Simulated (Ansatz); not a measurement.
# WSe2 (2H-MoS2 type, space group P6_3/mmc): scan of one atom of the cell

WSe2 (2H-MoS2 type, space group P6_3/mmc)

```xyz
6
Lattice="3.2791 0.0000 0.0000 -1.6395 2.8397 0.0000 0.0000 0.0000 12.7861" Properties=species:S:1:pos:R:3 pbc="T T T"
W      0.0000     1.8932     3.1965
W      1.6395     0.9466     9.5895
Se     0.0000     1.8932     7.9053
Se     1.6395     0.9466     1.5123
Se     1.6395     0.9466     4.8808
Se     0.0000     1.8932    11.2738
```

Scan: atom 1 (W, nearest neighbour Se at 2.534 Å; its periodic images, 3.3 Å or more away, move with it) is displaced along Cartesian z, direction (0.000, 0.000, 1.000) in Cartesian axes, by s. The other atoms stay.

All values below come from PBE-D3(BJ) (plane waves to 420 eV, PAW, scalar-relativistic; Ansatz, an electronic-structure program). k mesh 9×9×2 (Γ-centred), Fermi-Dirac smearing 0.05 eV. The energy includes the smearing's −TS. Left out: 2 of 11 points, with atoms too close for the PAW data. As the smearing reaches across the gap at some points, energies and forces of such displacements shift with the k mesh and the smearing. Spin-orbit coupling is left out, though W is heavy. WSe2 is run without spin polarisation. WSe2 was relaxed with its symmetry unable to fall. ΔE is measured from the undisplaced structure.

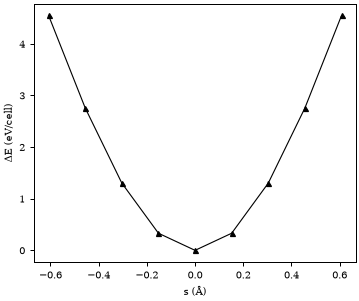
ΔE (eV/cell) against s (Å); computed points joined by lines.

The force along the line at s = -0.608 Å is 12.8 eV/Å, the energy at s = 0.608 Å comes out as 4551 meV/cell and the force constant k = d²E/ds² at s = 0 (finite differences) is 29.1 eV/Å². Symmetry of the curve: even: the same for both signs. Harmonic estimate at the end of the scan: ½ks² = 5382 meV/cell against the computed 4551 meV/cell, so the well is softer than harmonic there.

With its periodic images moving along, the atom's site symmetry in this cell is -6m2.

(A displaced cell: forces are minus the slopes of the energy, force constants its curvatures, and phonons follow from these.)
